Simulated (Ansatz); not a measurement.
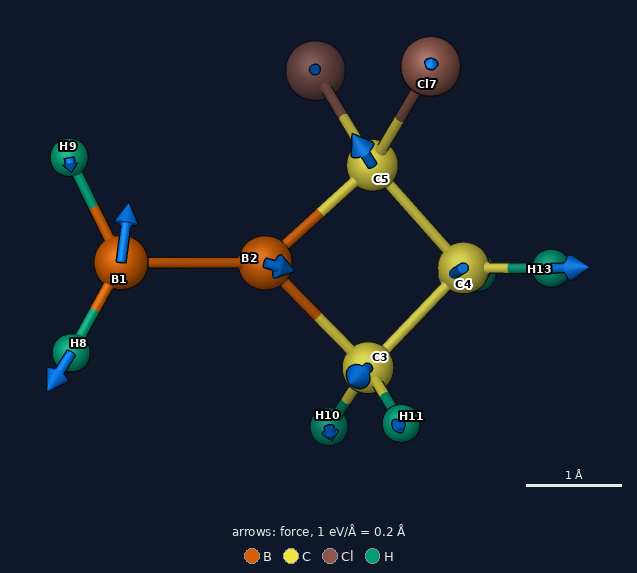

Starting geometry of C$_{3}$H$_{6}$B$_{2}$Cl$_{2}$ with the computed forces as blue arrows. Style: ball-and-stick. Shown at a tilt.

The run prepares an end point of a later path (hydrogen shift) calculation, from a guessed geometry.

Computed with RKS PBE/6-31G* in Ansatz. Set-up: no spin polarisation; force threshold 0.02 eV/Å; at most 50 steps.

What follows when this structure is relaxed?

It isn't relaxed: the largest force vector, on a C atom, is 4.72 eV/Å. The final displacements have little in common with the starting forces (cosine between the two patterns −0.02). The atom that moves furthest after the best rigid fit is an H atom (1.43 Å). Largest moves by element: H 1.43 Å, Cl 0.38 Å, C 0.32 Å, B 0.18 Å. Among the contacts that change: B–H 1.115 → 1.210 Å, C–H 1.037 → 1.103 Å, C–C 1.497 → 1.562 Å, C–C 1.483 → 1.543 Å. Bond angles that change, for instance: B–C–Cl 111.3° → 125.4°, C–C–H 107.0° → 119.1°, B–C–Cl 111.5° → 99.8°. Groups turn about B–B by about 85°, C–C by about 25°, B–C by about 20°. Over 16 accepted moves (19 points after the start) the energy falls by 27.1 kcal/mol. Largest force component: 4.7 eV/Å at the start, 0.013 eV/Å at the end. The line search rejected the trial steps at points 9, 14, 16 of the run. The run took 58 s on 2 threads of Intel(R) Xeon(R) Platinum 8375C CPU @ 2.90GHz (Ice Lake), with other jobs on the host, peak memory 0.2 GiB.
